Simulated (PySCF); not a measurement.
Si(Cl)2(Me)(Vi), C3H6Cl2Si, SMILES C=C[Si](C)(Cl)Cl at its B3LYP/def2-SVP optimised geometry (Å):

```
12

C      1.6919     0.4683     0.0052
C      0.9462    -0.6456     0.0000
Si    -0.9141    -0.6456     0.0000
C     -1.6903     1.0515     0.0000
Cl    -1.5712    -1.6957     1.6783
Cl    -1.5701    -1.6959    -1.6786
H      1.2486     1.4705     0.0096
H      2.7873     0.4334     0.0052
H      1.4535    -1.6194    -0.0044
H     -2.7873     0.9597    -0.0031
H     -1.3945     1.6171     0.8979
H     -1.3895     1.6194    -0.8948
```

Method: B3LYP/def2-TZVP run with PySCF. Cells within 0.4 Å of a nucleus heavier than hydrogen are left out (blank, or x).

Map of the deformation density (molecule minus spherical neutral atoms) (e/bohr³) on the plane z = 0.0 Å:

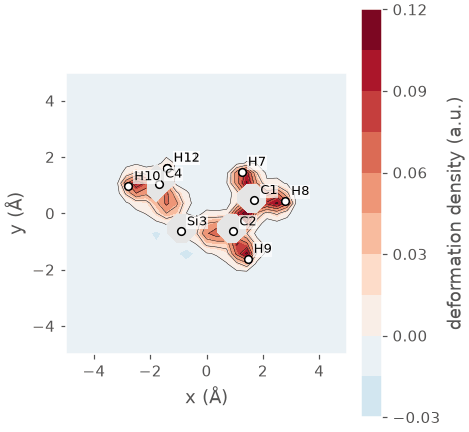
Figure: Deformation density (molecule minus spherical neutral atoms) (e/bohr³) on the plane z = 0.0 Å.
